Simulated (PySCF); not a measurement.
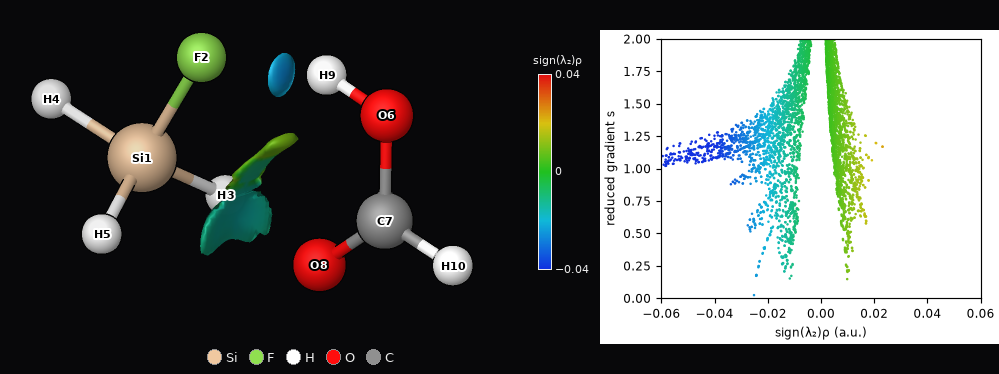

Figure. CH5FO2Si, SMILES `[SiH3]F.OC=O`. Non-covalent interaction surfaces between the fragments (reduced density gradient s = 0.4, coloured by sign(λ₂)ρ in a.u.; trimmed to the region between the fragments where ρ is under 0.06 a.u.). Fragment A: SiH3F (atoms 1–5); fragment B: H2CO2. The plot gives s against sign(λ₂)ρ for grid points between the fragments.

Computed with PySCF, PBE/6-311+G**, geometry: GFN2-xTB.

Input script:

```python
import numpy as np
from pyscf import gto, scf, dft
from pyscf.scf import atom_ks, atom_hf
from scipy.linalg import block_diag
from pyscf.dispersion import dftd3

def solve(mol, dm0=None, hcore=None):
    mf = (dft.UKS if mol.spin else dft.RKS)(mol, xc='pbe')
    mf.grids.level = 3
    mf = mf.density_fit(auxbasis='def2-universal-jkfit')
    mf.conv_tol, mf.max_cycle = 1e-8, 80
    if hcore is not None:
        mf.get_hcore = lambda *args: hcore
    mf.kernel(dm0)
    if not mf.converged:
        mf = mf.newton().run(mf.mo_coeff, mf.mo_occ, max_cycle=30)
    assert mf.converged, 'SCF not converged'
    return mf

mol = gto.M(atom='''
Si    -1.73002    -0.31154     0.00161
F     -0.90677     1.09546    -0.00290
H     -1.37936    -0.95437    -1.24978
H     -3.11271     0.15786     0.00505
H     -1.37944    -0.95452     1.24941
O      1.88697     0.90782     0.00181
C      1.91551    -0.40136     0.00127
O      0.96766    -1.13453    -0.00340
H      0.96503     1.23551    -0.00169
H      2.95759    -0.76025     0.00559
''', basis='6-311+g**', charge=0, spin=0, verbose=4)
mol_a = gto.M(atom='''
Si    -1.73002    -0.31154     0.00161
F     -0.90677     1.09546    -0.00290
H     -1.37936    -0.95437    -1.24978
H     -3.11271     0.15786     0.00505
H     -1.37944    -0.95452     1.24941
ghost-O      1.88697     0.90782     0.00181
ghost-C      1.91551    -0.40136     0.00127
ghost-O      0.96766    -1.13453    -0.00340
ghost-H      0.96503     1.23551    -0.00169
ghost-H      2.95759    -0.76025     0.00559
''', basis='6-311+g**', charge=0, spin=0, verbose=4)
mol_b = gto.M(atom='''
ghost-Si    -1.73002    -0.31154     0.00161
ghost-F     -0.90677     1.09546    -0.00290
ghost-H     -1.37936    -0.95437    -1.24978
ghost-H     -3.11271     0.15786     0.00505
ghost-H     -1.37944    -0.95452     1.24941
O      1.88697     0.90782     0.00181
C      1.91551    -0.40136     0.00127
O      0.96766    -1.13453    -0.00340
H      0.96503     1.23551    -0.00169
H      2.95759    -0.76025     0.00559
''', basis='6-311+g**', charge=0, spin=0, verbose=4)
ab, a, b = solve(mol), solve(mol_a), solve(mol_b)
e_int = ab.e_tot - a.e_tot - b.e_tot
print('counterpoise-corrected interaction energy / kcal/mol', e_int * 627.5095)
def disp(atoms, charge):
    m = gto.M(atom=atoms, charge=charge, basis='sto-3g', spin=None, unit='Bohr', verbose=0)
    return dftd3.DFTD3Dispersion(m, xc='pbe', version='d3bj').get_dispersion()['energy']
e_disp = disp(mol._atom, mol.charge) - disp(mol._atom[:5], mol_a.charge) - disp(mol._atom[5:], mol_b.charge)
print('D3(BJ) part / kcal/mol', e_disp * 627.5095)
# spherically averaged free atoms, for the promolecule
atm = atom_ks.get_atm_nrks(mol, xc='pbe')
pro = block_diag(*[(atm[a[0]][2] * atm[a[0]][3]) @ atm[a[0]][2].T for a in mol._atom])
np.savez('result.npz', e_int=e_int, e_disp=e_disp, dm_a=a.make_rdm1(), dm_b=b.make_rdm1(), c=ab.mo_coeff, occ=ab.mo_occ, eps=ab.mo_energy, pro=pro, d=[f.dip_moment(verbose=0) for f in (ab, a, b)])
```

Run with:

```sh
OMP_NUM_THREADS=1 python input.py
```

The run took 49 s on 1 thread of Arm Neoverse V2 (shared host), peak memory 0.53 GiB.

Partitions, critical points and surface values were worked out afterwards from this run's density.

**Which interactions hold the two fragments together?**

Bond critical points between the fragments: F2···H9, hydrogen bond, 1.88 Å, ρ = 0.025 a.u.; Si1···O8, 2.82 Å, ρ = 0.015 a.u., a bond path close to vanishing (ellipticity 2.0). The strongest appears blue (attractive, sign(λ₂)ρ well below zero). Several contacts close a ring, whose ring point adds a part with positive λ₂ between them. The pose is a local one from a semi-empirical search, not shown to be the most stable.

**How strongly are they bound?**

The counterpoise-corrected interaction energy of the frozen fragments is −6.1 kcal/mol without dispersion correction and −7.7 kcal/mol with D3(BJ). The pair geometry is semi-empirical, not a minimum at this level.
